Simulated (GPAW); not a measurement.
**H (Cmce): G0W0 with GPAW, start to end**

Aim: the G0W0 gap of H (Cmce) on LDA, step by step.

Method: LDA and many-body steps on it, plane waves, in GPAW 26.7.0.

## Step 1: The structure

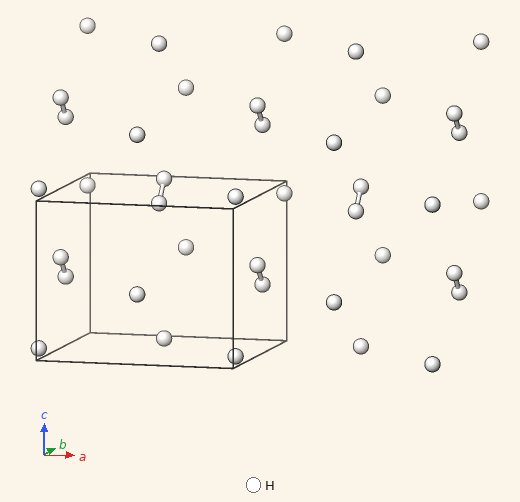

The cell as given, slightly off an axis (hydrogen white). 2×1×2 cells are drawn. This picture shows the conventional cell, with its axes. Bonds to atoms that aren't drawn are left out. Some periodic images of atoms are drawn too.

The cell and positions are those that the Materials Project relaxed with its own functionals (PBE, PBE+U or r2SCAN), kept fixed.

## Step 2: Ground state

This step: GPAW 26.7.0; DFT, LDA, plane waves, PAW.

The ground-state density comes first.

run.py reads:

```python
import json
import numpy as np
from gpaw.mpi import world
from ase import Atoms
from gpaw import GPAW, PW, FermiDirac

atoms = Atoms(['H', 'H', 'H', 'H'],
    cell=[[2.6234813799, -2.5669048168, 0.0000000000],
      [2.6234813799, 2.5669048168, 0.0000000000],
      [0.0000000000, 0.0000000000, 4.1418180000]],
    scaled_positions=[[0.9532956300, 0.0467043700, 0.0685088900],
      [0.4532956300, 0.5467043700, 0.4314911100],
      [0.5467043700, 0.4532956300, 0.5685088900],
      [0.0467043700, 0.9532956300, 0.9314911100]],
    pbc=(True, True, True))
calc = GPAW(mode=PW(600),
    xc='LDA',
    kpts={'size': (6, 6, 6), 'gamma': True},
    occupations=FermiDirac(0.001),
    nbands=-8,
    convergence={'density': 1e-6, 'bands': -3},
    maxiter=100,
    txt='gs.txt')
atoms.calc = calc
res = {'energy': atoms.get_potential_energy()}
kpts = calc.get_ibz_k_points()
res['kpts'] = kpts
res['eigenvalues'] = [calc.get_eigenvalues(kpt=k) for k in range(len(kpts))]
res['n_electrons'] = calc.get_number_of_electrons()
calc.write('gs.gpw')

if world.rank == 0:
    with open('result.json', 'w') as f:
        json.dump(res, f, default=lambda x: x.tolist())
```

The run is started by

```bash
$ mpirun -n 4 gpaw python run.py
```

Numbers of over 12 decimals in the logs are rounded to 6 here.

Log:

```text
__  _  _
 | _ |_)|_||  |
 |__||  | ||/\| - 26.7.0

Input parameters:
  mode=PW(ecut=600.0),
  convergence={'density': 1e-06, 'bands': -3},
  kpts=MonkhorstPack(size=(6, 6, 6), gamma=True),
  maxiter=100,
  nbands=-8,
  occupations=Occupations(name='fermi-dirac', width=0.001, fixmagmom=False),
  xc=XC(name='LDA')
  [... matrices ...]
Diagonalizing LCAO Hamiltonian
Converting LCAO to pw mode

          H

        HH

       H

Atoms  # Å, Bohr magnetons
|   | symbol |        x |         y |        z |    initial magnetic moments |
| 0 |      H | 2.623481 | -2.327133 | 0.283751 | ( 0.0000,  0.0000,  0.0000) |
| 1 |      H | 2.623481 |  0.239771 | 1.787158 | ( 0.0000,  0.0000,  0.0000) |
| 2 |      H | 2.623481 | -0.239771 | 2.354660 | ( 0.0000,  0.0000,  0.0000) |
| 3 |      H | 2.623481 |  2.327133 | 3.858067 | ( 0.0000,  0.0000,  0.0000) |

Unit cell  # Å
| periodic |        x |         y |        z |  lengths |    angles |
|      yes | 2.623481 | -2.566905 | 0.000000 | 3.670375 | 90.000000 |
|      yes | 2.623481 |  2.566905 | 0.000000 | 3.670375 | 90.000000 |
|      yes | 0.000000 |  0.000000 | 4.141818 | 4.141818 | 88.750972 |

Number of symmetries: 4
Symmetry operations  # r_c * U_cc + t_c -> r_c
|   | kind |            matrix            |
| 0 |  E   |  1, 0, 0,  0, 1, 0,  0, 0, 1 |
| 1 |  C2  |  0, 1, 0,  1, 0, 0,  0, 0,-1 |
| 2 |  σ   |  0,-1, 0, -1, 0, 0,  0, 0, 1 |
| 3 |  i   | -1, 0, 0,  0,-1, 0,  0, 0,-1 |

BZ-sampling:
  Number of BZ points: 216
  Number of IBZ points: 68

  Monkhorst-Pack size: [6, 6, 6]
  Monkhorst-Pack shift: [0.083333, 0.083333, 0.083333]

K-points  # in reciprocal-cell coordinates
|     |                                coordinates |     weight |
|   0 | (  0.00000000,   0.00000000,   0.00000000) | 0.00462963 |
|   1 | (  0.00000000,   0.00000000,   0.16666667) | 0.00925926 |
|   2 | (  0.00000000,   0.00000000,   0.33333333) | 0.00925926 |
|   3 | (  0.00000000,   0.00000000,   0.50000000) | 0.00462963 |
|   4 | (  0.16666667,  -0.16666667,  -0.33333333) | 0.00925926 |
|   5 | (  0.16666667,  -0.16666667,  -0.16666667) | 0.00925926 |
|   6 | (  0.16666667,  -0.16666667,   0.00000000) | 0.00925926 |
|   7 | (  0.16666667,  -0.16666667,   0.16666667) | 0.00925926 |
|   8 | (  0.16666667,  -0.16666667,   0.33333333) | 0.00925926 |
|   9 | (  0.16666667,  -0.16666667,   0.50000000) | 0.00925926 |
| ... |                                            |            |
|  67 | (  0.50000000,   0.50000000,   0.50000000) | 0.00462963 |

Plane wave coefficients: 1886
Cutoff: 600.0 eV

Spin-components: 1 (collinear spins)
Bands:           10
Projectors:      12
Spin-degeneracy: 2
Datatype:        complex128

  Storage: CPU
  Wave functions: 20_247_680 bytes (5_061_920 per core)
  Projectors: 22_272_448 bytes (5_568_112 per core)
  [... matrices ...]
Parallelization:
  kpt:    4
  domain: 1
  band:   1

Density:
  Valence electrons: 4.0
  Components: 1
  Grid points: [21 21 24]
  Charge: 0.0  # |e|

Potential:
  Grid points: [21 21 24]

species:
  H:
    name:    Hydrogen
    Z:       1.0
    valence: 1
    core:    0
    charge:  0.0  # [|e|]
    compensation charges:
      type: gauss
      rc: 0.15  # [Å]
      lmax: 2
    cutoffs:
      filter: 0.85  # [Å]
      core: 0.53  # [Å]
    projectors
    | kind |    occ | energy [eV] | rcut [Å] |
    |   1s |  1.000 |      -6.353 |    0.476 |
    |    s |        |      20.858 |    0.476 |
    |    p |        |       0.000 |    0.476 |

    Using partial waves for H as LCAO basis

Reference energy: -48.515833  # eV

eigensolver:
  PPCG
  Converge bands: -3
  niter=2

density mixing:
  MSR1-Mixer
  Pratt-step length: 0.05
  Maximum mixing coefficient: 0.75
  Old densities: 10
  SVD Regularization: 0.005
  Good broyden scale: 1.0
  Trust region scale: 1.0
  Backstep threshold: 4.0
  History deletion threshold: 6.0
  Fourier metric: weight=20.0, sigma=0.015

occupation numbers:
  Fermi-Dirac:
    width: 0.0010  # eV

poisson solver:
  ecut: 4800.0  # eV

xc functional:
  name: None

Initialization done in: 0.803 s

convergence criteria:
- Maximum integral of absolute [dens]ity change: 1e-06 electrons / valence electron
- Maximum [total energy] change in last 3 cyles: 0.0005 eV / valence electron
- Maximum integral of absolute [eigenst]ate change: 4e-08 eV^2 / valence electron
maximum number of iterations: 100

SCF iterations
|iter     |     time |      energy | eigst |  dens |
|iter:   1|  |  -14.781867 | +2.67 |       |
|iter:   2|  |  -14.643063 | +1.20 | -0.39 |
|iter:   3|  |  -13.515295 | -0.43 | -0.42 |
|iter:   4|  |  -13.499119 | -2.08 | -1.20 |
|iter:   5|  |  -13.499935 | -3.98 | -1.79 |
|iter:   6|  |  -13.499923c| -5.46 | -2.92 |
|iter:   7|  |  -13.499923c| -7.55c| -4.11 |
|iter:   8|  |  -13.499923c| -7.49c| -4.56 |
|iter:   9|  |  -13.499923c| -8.73c| -5.82 |
|iter:  10|  |  -13.499923c| -9.46c| -6.44c|

Converged in 10 steps
SCF loop duration: 4.495 s (0.450 s/step)
Energy contributions relative to reference atoms: (reference = -48.515833)
  [... matrices ...]
Energy contributions:
  Kinetic:          13.715607
  Coulomb:         -16.972199
  Zero:              0.005123
  External:          0.000000
  Xc:              -10.248454
  Entropy:          -0.000000
  Spinorbit:         0.000000
  ----------------------------
  Free energy:     -13.499923
  Extrapolated:    -13.499923

dipole moment: (0.000000, 0.000000, -0.000000)  # |e|*Ang

Fermi level: -3.355
Eigenvalues  # (at kpt = [0.000, 0.000, 0.000])
| band index |      eig [eV] | occ [0-2] |
|          0 |       -10.293 |     2.000 |
|          1 |        -8.352 |     2.000 |
|          2 |         2.598 |     0.000 |
|          3 |         3.832 |     0.000 |
|          4 |         4.416 |     0.000 |
|          5 |         6.360 |     0.000 |
|          6 |         6.487 |     0.000 |
|          7 |         7.946 |     0.000 |
|          8 |        10.369 |     0.000 |
|          9 |        11.175 |     0.000 |

Gap: 8.694 eV
Transition (v -> c):
  (s=0, k=0, n=1, [0.00, 0.00, 0.00]) -> (s=0, k=51, n=2, [0.50, 0.00, 0.50])
Direct/indirect transitions are different
Direct gap: 9.356 eV
Transition at: (s=0, k=51, n=1, [0.50, 0.00, 0.50])
# Writing to gs.gpw (mode='')
  [... matrices ...]
```

The job ended after 7.3 s (4 MPI ranks of Arm Neoverse V1, shared host; peak memory 0.62 GiB; 29 s of CPU time).

Numbers from this step:

- total energy: -13.50 eV
- gap: 8.694 eV
- k of the valence top: 0, 0, 0
- k of the conduction bottom: 0.5, 0, 0.5
- least direct gap: 9.356 eV

The gap is indirect, with the least direct gap 0.66 eV higher.

## Step 3: Bands along the symmetry lines

Levels along a band path, at the cheap level, show where the edges lie and whether the meshes to come will hold them.

run.py reads:

```python
import json
import numpy as np
from gpaw.mpi import world
from gpaw import GPAW

path = [[0.000000, 0.000000, 0.000000],
    [0.062500, 0.062500, 0.000000],
    [0.125000, 0.125000, 0.000000],
    [0.187500, 0.187500, 0.000000],
    [0.250000, 0.250000, 0.000000],
    [0.312500, 0.312500, 0.000000],
    [0.375000, 0.375000, 0.000000],
    [0.437500, 0.437500, 0.000000],
    [0.500000, 0.500000, 0.000000],
    [0.498667, 0.501333, 0.000000],
    [0.497333, 0.502667, 0.000000],
    [0.496000, 0.504000, 0.000000],
    [0.494667, 0.505333, 0.000000],
    [0.493333, 0.506667, 0.000000],
    [0.492000, 0.508000, 0.000000],
    [0.490667, 0.509333, 0.000000],
    [0.489334, 0.510666, 0.000000],
    [-0.489334, 0.489334, 0.000000],
    [-0.428167, 0.428167, 0.000000],
    [-0.367000, 0.367000, 0.000000],
    [-0.305833, 0.305833, 0.000000],
    [-0.244667, 0.244667, 0.000000],
    [-0.183500, 0.183500, 0.000000],
    [-0.122333, 0.122333, 0.000000],
    [-0.061167, 0.061167, 0.000000],
    [0.000000, 0.000000, 0.000000],
    [0.000000, 0.000000, 0.062500],
    [0.000000, 0.000000, 0.125000],
    [0.000000, 0.000000, 0.187500],
    [0.000000, 0.000000, 0.250000],
    [0.000000, 0.000000, 0.312500],
    [0.000000, 0.000000, 0.375000],
    [0.000000, 0.000000, 0.437500],
    [0.000000, 0.000000, 0.500000],
    [-0.061167, 0.061167, 0.500000],
    [-0.122333, 0.122333, 0.500000],
    [-0.183500, 0.183500, 0.500000],
    [-0.244667, 0.244667, 0.500000],
    [-0.305833, 0.305833, 0.500000],
    [-0.367000, 0.367000, 0.500000],
    [-0.428167, 0.428167, 0.500000],
    [-0.489334, 0.489334, 0.500000],
    [0.489334, 0.510666, 0.500000],
    [0.490667, 0.509333, 0.500000],
    [0.492000, 0.508000, 0.500000],
    [0.493333, 0.506667, 0.500000],
    [0.494667, 0.505333, 0.500000],
    [0.496000, 0.504000, 0.500000],
    [0.497333, 0.502667, 0.500000],
    [0.498667, 0.501333, 0.500000],
    [0.500000, 0.500000, 0.500000],
    [0.500000, 0.500000, 0.437500],
    [0.500000, 0.500000, 0.375000],
    [0.500000, 0.500000, 0.312500],
    [0.500000, 0.500000, 0.250000],
    [0.500000, 0.500000, 0.187500],
    [0.500000, 0.500000, 0.125000],
    [0.500000, 0.500000, 0.062500],
    [0.500000, 0.500000, 0.000000],
    [0.000000, 0.000000, 0.000000],
    [0.000000, 0.062500, 0.000000],
    [0.000000, 0.125000, 0.000000],
    [0.000000, 0.187500, 0.000000],
    [0.000000, 0.250000, 0.000000],
    [0.000000, 0.312500, 0.000000],
    [0.000000, 0.375000, 0.000000],
    [0.000000, 0.437500, 0.000000],
    [0.000000, 0.500000, 0.000000],
    [0.000000, 0.500000, 0.062500],
    [0.000000, 0.500000, 0.125000],
    [0.000000, 0.500000, 0.187500],
    [0.000000, 0.500000, 0.250000],
    [0.000000, 0.500000, 0.312500],
    [0.000000, 0.500000, 0.375000],
    [0.000000, 0.500000, 0.437500],
    [0.000000, 0.500000, 0.500000],
    [0.000000, 0.437500, 0.500000],
    [0.000000, 0.375000, 0.500000],
    [0.000000, 0.312500, 0.500000],
    [0.000000, 0.250000, 0.500000],
    [0.000000, 0.187500, 0.500000],
    [0.000000, 0.125000, 0.500000],
    [0.000000, 0.062500, 0.500000],
    [0.000000, 0.000000, 0.500000],
    [0.062500, 0.062500, 0.500000],
    [0.125000, 0.125000, 0.500000],
    [0.187500, 0.187500, 0.500000],
    [0.250000, 0.250000, 0.500000],
    [0.312500, 0.312500, 0.500000],
    [0.375000, 0.375000, 0.500000],
    [0.437500, 0.437500, 0.500000],
    [0.500000, 0.500000, 0.500000]]
calc = GPAW('gs.gpw').fixed_density(kpts=path,
    symmetry='off',
    nbands=12,
    convergence={'bands': 8},
    txt='bands.txt')
res = {}
kpts = calc.get_ibz_k_points()
res['kpts'] = kpts
res['eigenvalues'] = [calc.get_eigenvalues(kpt=k) for k in range(len(kpts))]
res['n_electrons'] = calc.get_number_of_electrons()

if world.rank == 0:
    with open('result.json', 'w') as f:
        json.dump(res, f, default=lambda x: x.tolist())
```

The run is started by

```bash
$ mpirun -n 4 gpaw python run.py
```

Log:

```text
Diagonalizing LCAO Hamiltonian
Converting LCAO to pw mode
convergence criteria:
- Maximum integral of absolute [eigenst]ate change: 4e-08 eV^2 / valence electron
maximum number of iterations: 100

SCF iterations
|iter     |     time |      energy | eigst |  dens |
|iter:   1|  |             | +3.00 |       |
|iter:   2|  |             | +1.57 |       |
|iter:   3|  |             | -0.56 |       |
|iter:   4|  |             | -2.88 |       |
|iter:   5|  |             | -5.38 |       |
|iter:   6|  |             | -7.37 |       |
|iter:   7|  |             | -8.40c|       |
SCF steps: 7
  __  _  _
 | _ |_)|_||  |
 |__||  | ||/\| - 26.7.0

Input parameters:
  mode=PW(ecut=600.0),
  convergence={'bands': 8},
  gpts=array([21, 21, 24]),
  kpts=KPoints(kpts=array([[ 0.      ,  0.      ,  0.      ],
         [ 0.0625  ,  0.0625  ,  0.      ],
         [ 0.125   ,  0.125   ,  0.      ],
         [ 0.1875  ,  0.1875  ,  0.      ],
[...]
[ 0.498667,  0.501333,  0.      ],
         [ 0.497333,  0.502667,  0.      ],
[...]
[ 0.494667,  0.505333,  0.      ],
[...]
[-0.489334,  0.489334,  0.      ],
         [-0.428167,  0.428167,  0.      ],
         [-0.367   ,  0.367   ,  0.      ],
         [-0.305833,  0.305833,  0.      ],
[...]
[-0.1835  ,  0.1835  ,  0.      ],
[...]
[-0.1835  ,  0.1835  ,  0.5     ],
[...]
[-0.367   ,  0.367   ,  0.5     ],
         [-0.428167,  0.428167,  0.5     ],
         [-0.489334,  0.489334,  0.5     ],
[...]
[ 0.497333,  0.502667,  0.5     ],
         [ 0.498667,  0.501333,  0.5     ],
[...]
[ 0.375   ,  0.375   ,  0.5     ],
         [ 0.4375  ,  0.4375  ,  0.5     ],
         [ 0.5     ,  0.5     ,  0.5     ]])),
  maxiter=100,
  nbands=12,
  occupations=Occupations(name='fermi-dirac', width=0.001, fixmagmom=False),
  parallel={},
  symmetry=Symmetry(point_group=False, time_reversal=False),
  xc=XC(name='LDA')
  [... matrices ...]
timing:  # [seconds]
  Total: 0.031  # ━━━━━━━━━━━━━━━━━━━━━━━━━━━━━━━━━━━━━━━━━━━━━━━━━━━━━━━━━━━
```

Run time: 7.7 s. Hardware: 4 MPI ranks; peak memory 0.65 GiB; 30 s of CPU time.

Numbers from this step:

```yaml
gap: 8.694 eV
k_of_the_valence_top: 0, 0, 0
k_of_the_conduction_bottom: 0, 0.5, 0.5
least_direct_gap: 9.356 eV
```

The gap is 8.694 eV, as in the run before at this level.

Electronic bands along the path, in eV, zero at the top of the highest filled band; v1 is the highest filled band, c1 the lowest empty one:

```
     point     v2     v1     c1     c2     c3     c4
         Γ  -1.94   0.00  10.95  12.18  12.77  14.71
         Y  -0.63  -0.45   9.05   9.79  13.89  14.83
        F0  -0.63  -0.45   9.05   9.80  13.88  14.84
jump to Δ0  -0.63  -0.45   9.05   9.80  13.88  14.84
         Γ  -1.94   0.00  10.95  12.18  12.77  14.71
         Z  -0.98  -0.98  10.03  10.03  15.22  15.22
        B0  -0.43  -0.43  10.53  10.53  11.96  11.96
jump to G0  -0.43  -0.43  10.53  10.53  11.96  11.96
         T  -0.43  -0.43  10.54  10.54  11.96  11.96
         Y  -0.63  -0.45   9.05   9.79  13.89  14.83
 jump to Γ  -1.94   0.00  10.95  12.18  12.77  14.71
         S  -0.82  -0.82  10.31  10.31  13.48  13.48
         R  -0.66  -0.66   8.69   8.69  15.34  15.34
         Z  -0.98  -0.98  10.03  10.03  15.22  15.22
         T  -0.43  -0.43  10.54  10.54  11.96  11.96
```

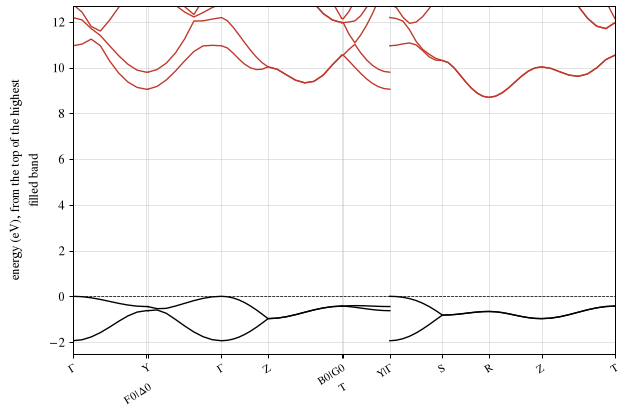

Electronic bands along the path; lines of filled and empty bands in two colours.

## Step 4: Empty states on the mesh, 4×4×4 mesh, 266 bands

The sums over transitions need many empty states on a uniform mesh; this step solves for them.

run.py reads:

```python
import json
import numpy as np
from gpaw.mpi import world
from gpaw import GPAW

calc = GPAW('gs.gpw').fixed_density(kpts={'size': (4, 4, 4), 'gamma': True},
    parallel={'domain': 1, 'band': 1},
    txt='nscf.txt')
calc.diagonalize_full_hamiltonian(nbands=266)
calc.write('full.gpw', mode='all')
res = {}
kpts = calc.get_ibz_k_points()
res['kpts'] = kpts
res['eigenvalues'] = [calc.get_eigenvalues(kpt=k) for k in range(len(kpts))]
res['n_electrons'] = calc.get_number_of_electrons()

if world.rank == 0:
    with open('result.json', 'w') as f:
        json.dump(res, f, default=lambda x: x.tolist())
```

The run is started by

```bash
$ mpirun -n 4 gpaw python run.py
```

Log:

```text
Diagonalizing LCAO Hamiltonian
Converting LCAO to pw mode
convergence criteria:
- Maximum integral of absolute [eigenst]ate change: 4e-08 eV^2 / valence electron
maximum number of iterations: 100

SCF iterations
|iter     |     time |      energy | eigst |  dens |
|iter:   1|  |             | +2.74 |       |
|iter:   2|  |             | +1.28 |       |
|iter:   3|  |             | -0.72 |       |
|iter:   4|  |             | -2.56 |       |
|iter:   5|  |             | -4.79 |       |
|iter:   6|  |             | -6.50 |       |
|iter:   7|  |             | -7.53c|       |
SCF steps: 7
  __  _  _
 | _ |_)|_||  |
 |__||  | ||/\| - 26.7.0

Input parameters:
  mode=PW(ecut=600.0),
  convergence={'density': 1e-06, 'bands': -3},
  gpts=array([21, 21, 24]),
  kpts=MonkhorstPack(size=(4, 4, 4), gamma=True),
  maxiter=100,
  nbands=10,
  occupations=Occupations(name='fermi-dirac', width=0.001, fixmagmom=False),
  parallel={'domain': 1, 'band': 1},
  xc=XC(name='LDA')
Matrix size: 1880x1880
# Writing to full.gpw (mode='all')
  [... matrices ...]

timing:  # [seconds]
  Total: 43.605  # ━━━━━━━━━━━━━━━━━━━━━━━━━━━━━━━━━━━━━━━━━━━━━━━━━━━━━━━━━━
```

Wall time 47 s (4 MPI ranks); peak memory 1.8 GiB; 3.2 min of CPU time.

Numbers from this step:

- gap: 8.694 eV
- k of the valence top: 0, 0, 0
- k of the conduction bottom: 0.5, 0, 0.5
- least direct gap: 9.356 eV
- k points computed: 24
- lowest point of the top converged band, above the valence top: 163.0874 eV

On this mesh the gap is 8.694 eV.

[end of part 1 of 2]

[Paths, hosts, dates, memory and timing lines, banners, echoed tables and standing remarks are left out of the program output.]

[Logs are printed without paths, hosts, clocks, repeated set-up lines and the standing remarks that a program may print on its own settings, such as how far it seeks lower states.]

[Runs of the session that timed out or met a known fault of the program may be left out.]

[Hosts, paths, dates, database ids (printed as entryN), source tags and the programs' standing remarks are cut or masked in the printed files.]
